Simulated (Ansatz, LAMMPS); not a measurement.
# Glassy 85GeO2-15Li2O (mol %) (78 atoms): a single point

What does DFT give for glassy 85GeO2-15Li2O (mol %) (78 atoms) as built?

Method: Kohn-Sham DFT, PBE, PAW (set soft_2), plane waves, in Ansatz 0.2.0.

### Step 1. Set-up

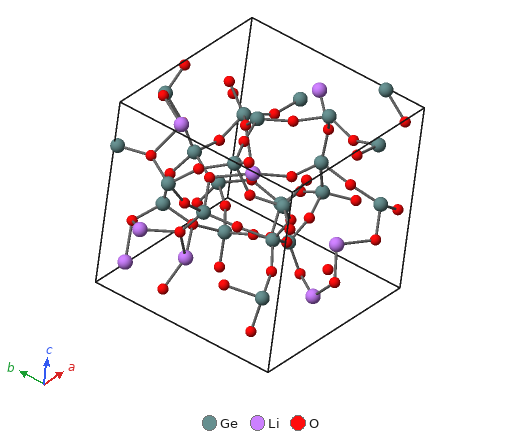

The cell as given, from a free direction (germanium teal, lithium purple, oxygen red). Bonds to atoms that aren't drawn are left out. Some periodic images of atoms are drawn too.

The cell holds 78 atoms: 22 Ge, 8 Li and 48 O. Its edges and angles: a = 10.336 Å, b = 10.336 Å, c = 10.336 Å, α = 90.0°, β = 90.0°, γ = 90.0°. 78 atoms (22 Ge, 8 Li, 48 O) placed at random at 3.6 g/cm³, melted at 4000 K for 10 ps at fixed volume with the Morse and Coulomb pair potential with partial charges (Pedone, Malavasi, Menziani, Cormack and Segre, J. Phys. Chem. B 110, 11780 (2006)). Quenched from 4000 K to 300 K at 100 K/ps and fixed volume, held 10 ps at zero pressure.

What the set-up can't give: The quench rate of 100 K/ps is many orders above laboratory rates, so the cell is likely richer in defects and strain than a real sample. The network of bonds at the start is that of the classical potential that made the cell, and needn't be the one that DFT or experiment would give. Sampling is at Γ alone, for a cell whose shortest periodic width is 10 Å.

### Step 2. The classical run that made the cell

A classical potential supplies the starting structure, since it reaches far longer times than DFT.

This step: classical MD, Morse and Coulomb pair potential with partial charges (Pedone, Malavasi, Menziani, Cormack and Segre, J. Phys. Chem. B 110, 11780 (2006)) (LAMMPS 22 Jul 2025 - Update 4).

File in.lmp:

```
# melt-quench of Ge22Li8O48
units metal
atom_style charge
boundary p p p
region box block 0 10.3772 0 10.3772 0 10.3772
create_box 3 box
mass 1 72.6300   # Ge
mass 2 6.9400   # Li
mass 3 15.9990   # O
create_atoms 1 random 22 619084 NULL overlap 1.5 maxtry 2000
create_atoms 2 random 8 619091 NULL overlap 1.5 maxtry 2000
create_atoms 3 random 48 619098 NULL overlap 1.5 maxtry 2000
pair_style hybrid/overlay pedone 5.5 coul/long 8.0
pair_coeff * * coul/long
pair_coeff 1 3 pedone 0.158118 2.294230 2.261313 5   # Ge-O
pair_coeff 2 3 pedone 0.001114 3.429506 2.681360 1   # Li-O
pair_coeff 3 3 pedone 0.042395 1.379316 3.618701 22   # O-O
set type 1 charge 2.4
set type 2 charge 0.6
set type 3 charge -1.2
kspace_style pppm 1.0e-4
neigh_modify delay 0 every 1 check yes
thermo_style custom step time temp pe press density
thermo_modify norm yes
timestep 0.002
thermo 100
min_style cg
minimize 1e-4 1e-4 200 2000
reset_timestep 0
velocity all create 4000 619085 mom yes dist gaussian
fix lim all nve/limit 0.05
fix lan all langevin 4000 4000 0.2 619086 zero yes
thermo 500
run 1000 post no
# [... 7 lines left out ...]
fix md all nvt temp 4000 300 0.2
run 18500 post no
unfix md
thermo 1666
fix md all npt temp 300 300 0.2 iso 0 0 2
run 5000 post no
unfix md
write_dump all custom glass.dump id type xs ys zs modify sort id
```

Launch:

```bash
> lmp -in in.lmp -log none -nocite
```

Numbers of over 12 decimals in the logs are rounded to 6 here.

Output:

```text
LAMMPS (22 Jul 2025 - Update 4)
Created orthogonal box = (0 0 0) to (10.3772 10.3772 10.3772)
Created 22 atoms
Created 8 atoms
Created 48 atoms
PPPM initialization ...
  G vector (1/distance) = 0.38690341
  grid = 12 12 12
  estimated relative force accuracy = 4.6469425e-05
   Step          Time           Temp          PotEng         Press         Density
         0   0              0             -1.3377061      557977.8       3.5980139
        71   0.142          0             -14.515052     -27678.735      3.5980139
Loop time of 0.0331159 s on 1 MPI rank(s) for 71 steps with 78 atoms
Minimization stats:
  Stopping criterion = energy tolerance
[... 17 lines left out ...]
[... 1 line left out ...]
Loop time of 1.65802 s on 1 MPI rank(s) for 5000 steps with 78 atoms
   Step          Time           Temp          PotEng         Press         Density
[... 12 lines left out ...]
Loop time of 5.90759 s on 1 MPI rank(s) for 18500 steps with 78 atoms
   Step          Time           Temp          PotEng         Press         Density
[... 1 line left out ...]
     24990   49.98          278.08695     -14.600556      1283.865       3.6103092
     26656   53.312         259.00026     -14.598353     -2666.6436      3.6173168
     28322   56.644         278.9327      -14.603671      14699.544      3.6226228
     29500   59             308.14414     -14.61046       16301.746      3.6414754
Loop time of 2.10439 s on 1 MPI rank(s) for 5000 steps with 78 atoms
```

It took 10 s on 1 thread of Arm Neoverse V2, shared host; peak memory 0.077 GiB.

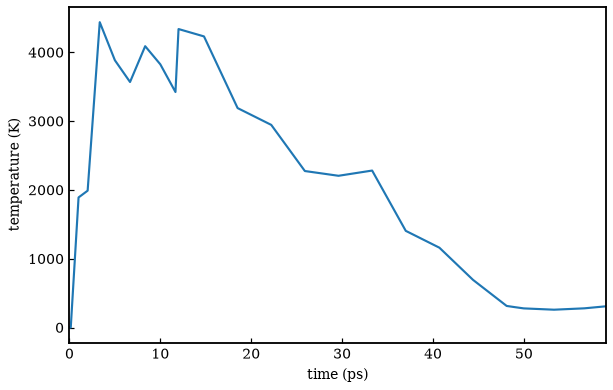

Temperature against time.

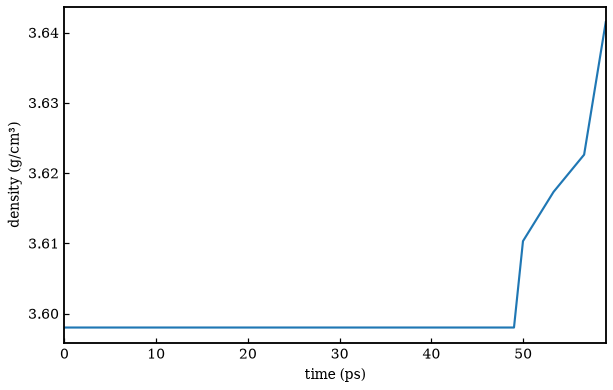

Density against time.

### Step 3. Plane-wave single point

The electrons are solved once, with the atoms held.

File input.yaml:

```yaml
crystal:
  lattice:
    - [10.33575, 0.0, 0.0]
    - [0.0, 10.33575, 0.0]
    - [0.0, 0.0, 10.33575]
  atoms:
    - { symbol: Ge, position: [0.70022, 0.31351, 0.93634] }
    - { symbol: Ge, position: [0.90353, 0.42634, 0.36374] }
    - { symbol: Ge, position: [0.94295, 0.6693, 0.15823] }
    - { symbol: Ge, position: [0.3554, 0.99261, 0.88662] }
    - { symbol: Ge, position: [0.85461, 0.07057, 0.4968] }
    - { symbol: Ge, position: [0.68267, 0.76603, 0.72791] }
    - { symbol: Ge, position: [0.17741, 0.45056, 0.85134] }
    - { symbol: Ge, position: [0.01561, 0.9914, 0.7551] }
    - { symbol: Ge, position: [0.77271, 0.9128, 0.23423] }
    - { symbol: Ge, position: [0.99751, 0.67694, 0.70973] }
    - { symbol: Ge, position: [0.99271, 0.21635, 0.99442] }
    - { symbol: Ge, position: [0.53904, 0.68907, 0.18036] }
    - { symbol: Ge, position: [0.22059, 0.6105, 0.4793] }
    - { symbol: Ge, position: [0.35733, 0.92626, 0.30531] }
    - { symbol: Ge, position: [0.25607, 0.20489, 0.69875] }
    - { symbol: Ge, position: [0.49072, 0.56445, 0.89541] }
    - { symbol: Ge, position: [0.76288, 0.36327, 0.62494] }
    - { symbol: Ge, position: [0.34416, 0.29619, 0.4263] }
    - { symbol: Ge, position: [0.424, 0.83712, 0.60552] }
    - { symbol: Ge, position: [0.09345, 0.1462, 0.295] }
    - { symbol: Ge, position: [0.60723, 0.37932, 0.24797] }
    - { symbol: Ge, position: [0.66916, 0.00458, 0.94671] }
    - { symbol: Li, position: [0.10058, 0.92039, 0.10441] }
    - { symbol: Li, position: [0.16053, 0.75599, 0.92244] }
    - { symbol: Li, position: [0.24818, 0.69241, 0.17325] }
    - { symbol: Li, position: [0.06512, 0.84115, 0.34142] }
    - { symbol: Li, position: [0.58198, 0.10154, 0.3859] }
    - { symbol: Li, position: [0.87619, 0.50035, 0.90572] }
    - { symbol: Li, position: [0.50874, 0.14378, 0.1117] }
    - { symbol: Li, position: [0.4747, 0.53811, 0.61262] }
    - { symbol: O, position: [0.55579, 0.66568, 0.77792] }
    - { symbol: O, position: [0.79172, 0.20733, 0.56664] }
    - { symbol: O, position: [0.06109, 0.56492, 0.81845] }
    - { symbol: O, position: [0.91151, 0.82537, 0.22857] }
    - { symbol: O, position: [0.33366, 0.14982, 0.83562] }
    - { symbol: O, position: [0.24053, 0.21179, 0.34064] }
    - { symbol: O, position: [0.54495, 0.53592, 0.24091] }
    - { symbol: O, position: [0.3968, 0.90393, 0.74826] }
    - { symbol: O, position: [0.74352, 0.99302, 0.09372] }
    - { symbol: O, position: [0.61917, 0.30274, 0.10573] }
    - { symbol: O, position: [0.00152, 0.3031, 0.33302] }
    - { symbol: O, position: [0.20207, 0.97905, 0.25767] }
    - { symbol: O, position: [0.08886, 0.63419, 0.58062] }
    - { symbol: O, position: [0.19494, 0.35579, 0.71406] }
    - { symbol: O, position: [0.66301, 0.78639, 0.21967] }
    - { symbol: O, position: [0.99522, 0.06563, 0.4039] }
    - { symbol: O, position: [0.70927, 0.88648, 0.8387] }
    - { symbol: O, position: [0.90116, 0.98249, 0.63408] }
    - { symbol: O, position: [0.35212, 0.68912, 0.57107] }
    - { symbol: O, position: [0.08721, 0.68713, 0.07749] }
    - { symbol: O, position: [0.48391, 0.02047, 0.26181] }
    - { symbol: O, position: [0.23268, 0.92216, 0.96581] }
    - { symbol: O, position: [0.93245, 0.56477, 0.28403] }
    - { symbol: O, position: [0.03417, 0.14481, 0.1382] }
    - { symbol: O, position: [0.58632, 0.43099, 0.90391] }
    - { symbol: O, position: [0.40945, 0.78399, 0.23741] }
    - { symbol: O, position: [0.59391, 0.82189, 0.59826] }
    - { symbol: O, position: [0.98805, 0.08571, 0.88443] }
    - { symbol: O, position: [0.75341, 0.00602, 0.37969] }
    - { symbol: O, position: [0.0545, 0.82824, 0.76393] }
    - { symbol: O, position: [0.49628, 0.00085, 0.97307] }
    - { symbol: O, position: [0.68798, 0.15621, 0.88725] }
    - { symbol: O, position: [0.33044, 0.51551, 0.86901] }
    - { symbol: O, position: [0.61247, 0.41517, 0.59164] }
    - { symbol: O, position: [0.14454, 0.08095, 0.68529] }
    - { symbol: O, position: [0.85906, 0.31092, 0.01218] }
    - { symbol: O, position: [0.49729, 0.66477, 0.01929] }
    - { symbol: O, position: [0.27856, 0.4556, 0.44965] }
    - { symbol: O, position: [0.74978, 0.37866, 0.31542] }
    - { symbol: O, position: [0.1138, 0.33174, 0.94572] }
    - { symbol: O, position: [0.48376, 0.3098, 0.34076] }
    - { symbol: O, position: [0.8774, 0.4427, 0.52887] }
    - { symbol: O, position: [0.79578, 0.37038, 0.79048] }
    - { symbol: O, position: [0.82732, 0.62381, 0.04886] }
    - { symbol: O, position: [0.1807, 0.69801, 0.3453] }
    - { symbol: O, position: [0.82955, 0.6959, 0.69662] }
    - { symbol: O, position: [0.37053, 0.91824, 0.46982] }
    - { symbol: O, position: [0.35638, 0.22094, 0.56832] }
kpoints:
  mp_grid: { grid: [1, 1, 1] }
hamiltonian:
  xc: pbe
scf:
  occupations: { method: fixed }
output:
  forces: true
  stress: true
  populations: true
  dos:
    method: { smearing: { sigma: 0.1 } }
    de: 0.1
    projected: { site_lists: { Ge: [Ge], Li: [Li], O: [O] } }
  eigenvalues: true
  write_density: true
  write_potential: true
  volumetric_format: npy
```

Launch:

```bash
> ansatz run input.yaml --threads 8 --pin off --max-ram 15872MiB --backend cpu --events-out ev --progress --plain --runs-dir out
```

Output:

```text
Engine: ansatz 0.2.0, aarch64-unknown-linux-gnu
Pseudopotentials: kind: paw
Pseudopotential: Ge, paw, valence charge 14, recommended cutoff 420 eV (normal), Ge.paw.azcp
Pseudopotential: Li, paw, valence charge 3, recommended cutoff 420 eV (normal), Li.paw.azcp
Pseudopotential: O, paw, valence charge 6, recommended cutoff 420 eV (normal), O.paw.azcp
Functional definition: PBE
  parameter kappa = 0.804
  parameter beta = 0.066725
  exchange = pbe_x(kappa = kappa, mu = beta*pi^2/3)
  correlation = pbe_c(beta = beta)
Crystal: 78 atoms, lattice volume = 1104.145 Å³
Basis set: ecut = 420 eV, 21631 PW (Γ), exchange–correlation on 144×144×144 points (8 copies of the dense FFT grid, shifted against one another)
Bands: 388, of which v1, the nominal top of the filled ones, is band 310 counted from 1 (309 counted from 0)
Symmetry: 1 space group operations
Space group: P1 (ITA 1), of the structure as read, at distance tolerance 1.0e-4 Å
k-points: 1
Non-local potential: Ge, projectors of the file, l = 0: 2, l = 1: 2, l = 2: 3, l = 3: 1
Non-local potential: Li, projectors of the file, l = 0: 3, l = 1: 2, l = 2: 1
Non-local potential: O, projectors of the file, l = 0: 2, l = 1: 2, l = 2: 1
PAW form: soft (Blöchl's): semilocal exchange-correlation on the pseudo side does not see the compensation charge
PAW one-centre angular grid: Ge, 590 points (default); XC on 64 Gauss nodes
PAW one-centre angular grid: Li, 110 points (default); XC on 64 Gauss nodes
PAW one-centre angular grid: O, 110 points (default); XC on 64 Gauss nodes
Initial density: superposition of atomic densities (neutral atoms: chi_scale 0, normalization atom), corrected by the library's trained network
Initial wavefunctions: pseudopotential atomic-orbital guess
Functional: x = pbe(κ = 0.804, μ = 0.219515), c = pbe(β = 0.066725)
SCF iter   1: F=—  HF=-123360.847176 eV  |F-HF|=—  |Δ(HF+E_count)|=         —  Δρ=3.10e-3  dr2=1.56e-1  ethr=1.77e-3  ⟨swp⟩=5.0  Hψ=1384  notcnv=0  defer=76
preconditioner: auto → Resta (q_TF=auto, 2.478 Å⁻¹)  ε∞=2.7  [insulator: Δε(μ)=1.141 eV  Ē_g=20.911 eV  n_scr=256 (ndim 8)  ℏωp=27.5 eV  f_vac=0.232  ε∞_Penn≈2.7]
SCF iter   2: F=—  HF=-123360.822011 eV  |F-HF|=—  |Δ(HF+E_count)|=   2.52e-2  Δρ=1.78e-3  dr2=3.46e-2  ethr=2.52e-5  ⟨swp⟩=2.0  Hψ=595  notcnv=0  defer=76
SCF iter   3: F=—  HF=-123360.817994 eV  |F-HF|=—  |Δ(HF+E_count)|=   4.02e-3  Δρ=7.47e-4  dr2=1.11e-2  ethr=5.58e-6  ⟨swp⟩=3.0  Hψ=468  notcnv=0  defer=76
SCF iter   4: F=—  HF=-123360.816394 eV  |F-HF|=—  |Δ(HF+E_count)|=   1.60e-3  Δρ=3.34e-4  dr2=1.30e-3  ethr=1.78e-6  ⟨swp⟩=3.0  Hψ=515  notcnv=0  defer=76
SCF iter   5: F=—  HF=-123360.816350 eV  |F-HF|=—  |Δ(HF+E_count)|=   4.38e-5  Δρ=1.64e-4  dr2=2.91e-4  ethr=2.09e-7  ⟨swp⟩=2.0  Hψ=512  notcnv=0  defer=76
SCF iter   6: F=—  HF=-123360.816373 eV  |F-HF|=—  |Δ(HF+E_count)|=   2.23e-5  Δρ=4.85e-5  dr2=2.59e-5  ethr=4.70e-8  ⟨swp⟩=2.0  Hψ=470  notcnv=0  defer=73
SCF iter   7: F=—  HF=-123360.817451 eV  |F-HF|=—  |Δ(HF+E_count)|=   1.08e-3  Δρ=2.30e-5  dr2=5.24e-6  ethr=4.17e-9  ⟨swp⟩=2.0  Hψ=697  notcnv=0  defer=73
SCF iter   8: F=—  HF=-123360.817454 eV  |F-HF|=—  |Δ(HF+E_count)|=   3.00e-6  Δρ=8.70e-6  dr2=8.38e-7  ethr=8.45e-10  ⟨swp⟩=2.0  Hψ=470  notcnv=0  defer=73
SCF iter   9: F=—  HF=-123360.817455 eV  |F-HF|=—  |Δ(HF+E_count)|=   3.11e-7  Δρ=3.26e-6  dr2=1.20e-7  ethr=1.35e-10  ⟨swp⟩=2.0  Hψ=606  notcnv=0  defer=73
SCF iter  10: F=-123360.817455 eV  HF=-123360.817455 eV  |F-HF|=8.06e-9  |Δ(HF+E_count)|=   9.51e-8  Δρ=1.48e-6  dr2=2.66e-8  ethr=1.61e-11  ⟨swp⟩=16.0  Hψ=2792  notcnv=0
SCF 1 converged in 10 iterations: F = -123360.817455 eV  dr2 = 2.66e-8
  greatest PAW one-centre occupation: 1.000 electrons in one spin orbital (limit 2), on the Li atom at site 24 (counted from 0), in its partial waves of l = 0
WARN: The input density's exchange-correlation potential varies sharply where the density is thin. Do not read a vacuum level from v_tot or v_xc, or from such a field of the output density. On a cell that repeats whose density bears no net charge and no dipole along the vacuum's axis use v_es (v_loc + v_h of the components); [...]
SCF converged after 10 iterations
Free energy (F): -123360.817455 eV
Harris-Foulkes:  -123360.817455 eV  (|F-HF|=8.06e-9)
Internal energy: -123360.817455 eV  (E = F + TS)
E sigma→0 (E₀):  -123360.817455 eV
Fermi energy:    4.704542 eV
--- Per-component energies (eV) ---
  E_band       = -6391.607543
  E_kinetic    = 11102.725392
  E_local      = -91980.469648  (includes V_loc(G=0)·N_el)
  E_nonlocal   = 11447.054793
  E_hartree    = 39020.259377
  E_xc         = -5259.543683
  E_vxc        = -6018.059501  (∫ρ·V_xc dr)
  E_paw        = -52377.661671  (= ΣΔE_a)
  E_vpaw       = -8983.507834  (= ΣTr[D̂ρ^β])
  E_aug_tail   = 0.128270  (compensation charges beyond the density's cutoff)
  E_ewald      = -35313.310287
  E_smearing   = -0.000000  (= −TS)
  E_closure    = -0.000000  (closes the sum)
  Σ components = -123360.817455   (vs F -123360.817455, Δ=0.00e0)
--- Forces (eV/Å), atoms counted from 1 ---
  atom   1  Ge     1.11990782     0.85396356     0.71147119
  atom   2  Ge    -0.96166345    -0.51689064     0.72160160
  atom   3  Ge    -1.23568290    -1.37745312    -3.00480915
  atom   4  Ge    -0.68651192    -0.67060366    -0.71360724
  atom   5  Ge     1.67618055     1.52423066     1.15909079
  atom   6  Ge    -0.72887294    -0.05129849     0.47348496
  atom   7  Ge     0.33611808    -1.20792667    -0.84540161
  atom   8  Ge     1.62301037     1.09463093    -2.08379528
  atom   9  Ge    -2.24296836    -0.97108052     0.85653413
  atom  10  Ge    -0.44448614     0.69771114    -0.90416860
  atom  11  Ge     0.87871624     0.87216015    -0.89220340
  atom  12  Ge    -0.34112437     0.44102620     0.15253054
  atom  13  Ge     0.93942723     1.20306709    -0.82237720
  atom  14  Ge     0.15480524     1.61341843    -0.69932896
[...]
atom  77  O     -0.28948214     1.01184559     1.98894243
  atom  78  O      1.76256786    -1.54552682     1.42654328
  max |Σ_I F_I| component: 1.31e-5 eV/Å
--- Stress (GPa, compression-positive) ---
        6.703049       0.831168       0.914319
        0.831168       7.424982      -0.462874
        0.914319      -0.462874      10.225485
  P = ⅓ Tr σ = 8.1178 GPa (81.178 kbar)
--- Band table (eV) ---
  k-point 0: bands = ["-40.2292", "-40.1465", "-39.9805", "-39.9367", [... 372 levels ...], "13.3335", "13.4046", "13.4294", "13.5529", "13.5813", "13.6482", "13.6818", "13.7378", "13.7479", "13.8249", "13.8779", "13.9180"]
--- Löwdin populations: 78 sites ---
  site symbol       q [e]
     0     Ge     12.4136
     1     Ge     12.3642
     2     Ge     12.4959
[...]
77      O      6.7487
  spilling = 0.005490 (of n_electrons = 620.000000)
```

Elapsed: 9.1 s, on 8 threads of Arm Neoverse V2, shared host; peak memory 1.5 GiB.

In the SCF lines HF is the Harris–Foulkes energy and dr2 the Hartree energy of the density residual, in eV; the loop may stop once dr2 is under the threshold and the program's other checks hold. Hψ counts applications of the Hamiltonian.

The program notes that the exchange-correlation potential is rough where the density is thin.

Read from the output:

```yaml
free_energy: -123360.8175 eV
free_energy_per_atom: -1581.5489 eV/atom
scf_cycles: 10
pressure: 8.118 GPa
r_m_s_force_component: 1.149 eV/Å
longest_force: 3.837 eV/Å
fermi_energy: 4.705 eV
spacing_of_highest_filled_and_lowest_empty_level: 0.8367 eV
spilling_of_the_projection: 0.00549
```

Length of the force by element:

```csv
element,coordination,atoms,mean length of the force (eV/Å),spread,least,most
Ge,all,22,1.98,0.796,0.578,3.84
Li,all,8,0.659,0.184,0.353,0.862
O,all,48,1.94,0.698,0.477,3.52
```

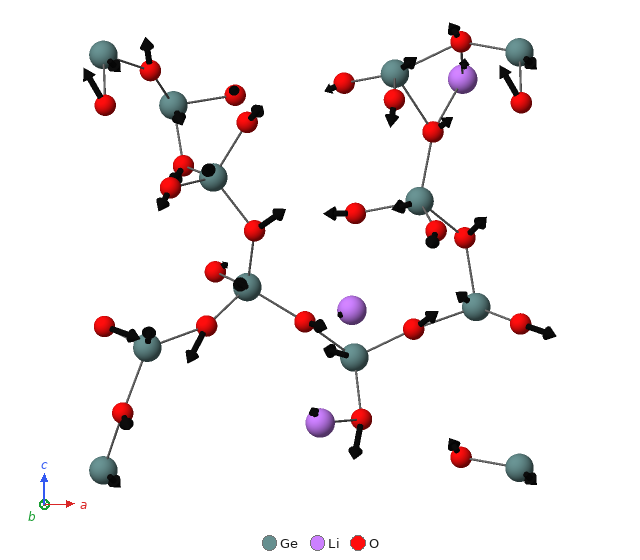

Forces as arrows; the longest in the cell is 3.84 eV/Å. Drawn is a slice 5 Å thick, seen along the normal of the ac plane. Bonds to atoms that aren't drawn are left out.

Löwdin charges by element (they lack the spilled electrons, 0.044 e an atom on average):

```csv
element,coordination,atoms,mean charge (e),spread,least,most
Ge,all,22,1.61,0.0391,1.50,1.66
Li,all,8,0.802,0.0117,0.784,0.824
O,all,48,-0.802,0.0657,-1.00,-0.729
```

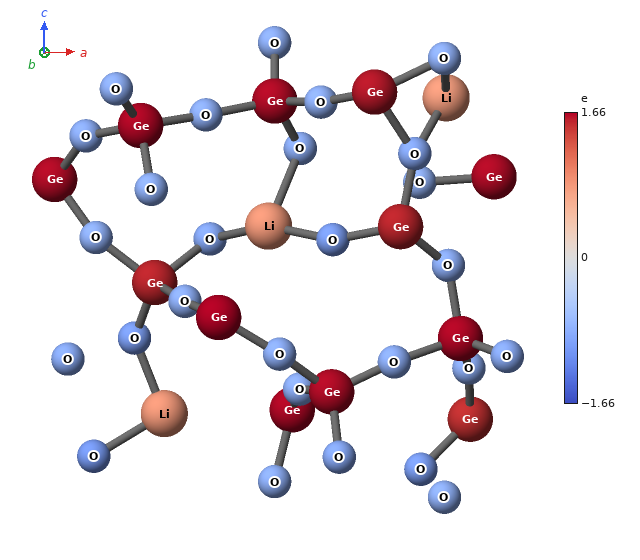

Atoms coloured by Löwdin charge. Drawn is a slice 5 Å thick, seen along the normal of the ac plane. Bonds to atoms that aren't drawn are left out.

States in the cell by windows of 1 eV, zero at the Fermi level; the larger projections on atomic orbitals stand beside the total:

```csv
from (eV),to (eV),total,O p,Ge p,Ge s,O s
-18,-17,14.0,0.1,2.0,0.3,10.9
-17,-16,5.8,0.1,0.7,0.2,4.6
-16,-15,4.0,0.1,0.5,0.1,3.2
-15,-13,0.0,0.0,0.0,0.0,0.0
-13,-12,0.2,0.1,0.0,0.1,0.0
-12,-11,5.8,3.3,0.2,1.9,0.3
-11,-10,9.0,5.3,0.5,2.5,0.6
-10,-9,9.3,5.6,0.8,2.1,0.7
-9,-8,12.4,7.9,1.5,2.0,0.8
-8,-7,16.3,11.8,3.4,0.7,0.3
-7,-6,23.8,17.7,5.5,0.2,0.2
-6,-5,14.3,11.2,1.9,0.3,0.6
-5,-4,41.4,34.9,3.5,0.4,1.6
-4,-3,57.0,52.3,2.2,0.2,1.1
-3,-2,59.1,56.5,1.1,0.1,0.4
-2,-1,27.9,26.6,0.5,0.1,0.2
-1,0,10.4,9.9,0.3,0.0,0.1
0,1,3.1,1.2,0.1,0.9,0.5
1,2,0.0,0.0,0.0,0.0,0.0
2,3,7.6,1.5,1.1,3.2,1.4
3,4,8.7,1.7,1.6,3.2,1.5
4,5,11.8,2.2,2.9,3.5,1.7
```

With fixed occupations the program's Fermi level is the highest filled level.

Between -26 and -18 eV lie 281 more states.

About 28 of the 620 electrons lie in deeper levels, below the stored range.

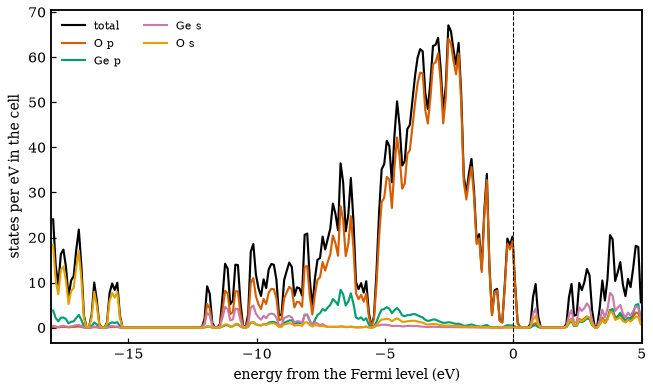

Total and projected density of states, with the broadening of the input.

The levels nearest the highest filled one (over half full), pooled over k-points and spins:

```csv
level less the highest filled one (eV),occupation
-0.995,2
-0.681,2
-0.270,2
-0.201,2
-0.0624,2
0,2
0.837,0
2.24,0
2.59,0
2.81,0
2.96,0
3.47,0
```

[end of part 1 of 2]

[Logs are printed without paths, hosts, clocks, repeated set-up lines and the standing remarks that a program may print on its own settings, such as how far it seeks lower states.]

[Hosts, paths, dates, database ids (printed as entryN), source tags and the programs' standing remarks are cut or masked in the printed files.]
